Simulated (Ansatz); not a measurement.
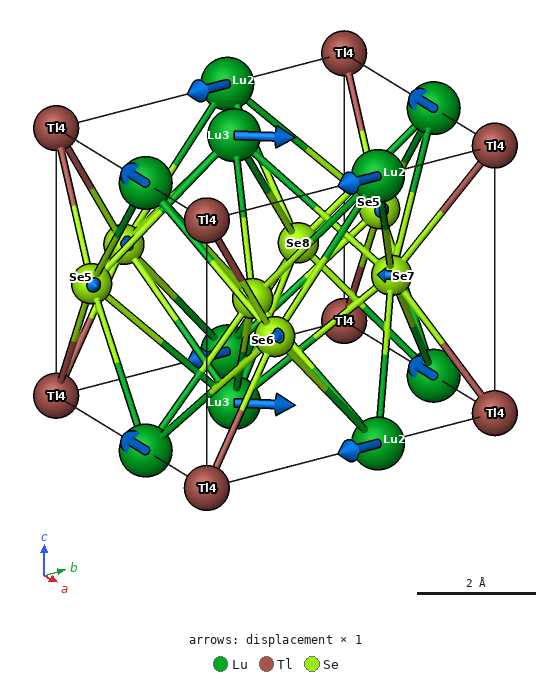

A relaxation of solid Lu₃TlSe₅ (a generated structure, set up in P-62m) (coarse preliminary run). The starting structure is drawn; blue arrows show the displacements (the part carried along by the change of the cell is left out), at their true length.

Style: ball-and-stick. Shown: the cell of the calculation, slightly off an axis.

Computed with DFT PBE, scalar-relativistic, plane waves, PAW (Ansatz).

Input file:
```yaml
crystal:
  lattice:
    - [7.5605636, 0.0, 0.0]
    - [-3.7802818, 6.54764014, 0.0]
    - [0.0, 0.0, 4.65218737]
  atoms:
    - { symbol: Lu, position: [0.5941962, 0.0, 0.0] }
    - { symbol: Lu, position: [0.0, 0.5941962, 0.0] }
    - { symbol: Lu, position: [0.4058038, 0.4058038, 0.0] }
    - { symbol: Tl, position: [0.0, 0.0, 0.0] }
    - { symbol: Se, position: [0.23523708, 0.0, 0.5] }
    - { symbol: Se, position: [0.0, 0.23523708, 0.5] }
    - { symbol: Se, position: [0.76476292, 0.76476292, 0.5] }
    - { symbol: Se, position: [0.33333333, 0.66666667, 0.5] }
    - { symbol: Se, position: [0.66666667, 0.33333333, 0.5] }
basis:
  ecutwfc: 420
kpoints:
  mp_grid: { grid: [3, 3, 4] }
hamiltonian:
  xc: pbe
scf:
  occupations: { method: gaussian, width: 0.1 }
  lower_state_search: "off"
output:
  forces: true
  stress: true
  eigenvalues: true
relax:
  adjacent_minimum: "off"
  f_tol: 0.04
  max_steps: 70
  cell: { stress_tol: 0.4 }
```

Launched with:
```bash
ansatz run input.yaml --threads 1 --pin off --max-ram 2560MiB --backend cpu --events-out ev --progress --plain --runs-dir out
```

Atoms of which element are displaced furthest, and by how much?

Answer. Lutetium: up to 1.08 Å, against 0.26 Å for selenium.

What did the optimiser do to the structure, and how much energy did it gain?

Answer. After 11 accepted moves (14 points after the start) the energy has fallen by 738 meV per atom. Largest force component: 1.2 eV/Å at the start, 0.0037 eV/Å at the end. The pressure goes from −1.51 to 0.00 GPa. The line search rejected the trial step at point 8 of the run. At 2 points the geometry stayed and the basis and grid were re-selected for the new cell (energy shift of 7.2 meV per atom at most each time). The largest moves relative to the cell, 1.08 Å, are those of Lu1, Lu2 and Lu3. Lu2 goes along −b. By element the largest moves are Lu 1.08 Å, Se 0.26 Å. Tl stays in place. Cell: a = b 7.561 → 9.022 Å (+19.3 %), c 4.652 → 3.704 Å (−20.4 %). Volume +13.4 %. Some distances before and after: Lu1–Tl4 3.068 → 4.736 Å, Se5–Se6 3.080 → 4.131 Å, Lu1–Se6 3.540 → 4.501 Å, Lu1–Se5 3.574 → 2.654 Å. Bond angles that change, for instance: Se5–Tl4–Se5 105.2° → 75.7°, Tl4–Se5–Tl4 105.2° → 75.7°, Se8–Lu2–Se9 83.8° → 108.8°. The space group stays P-62m (No. 189).
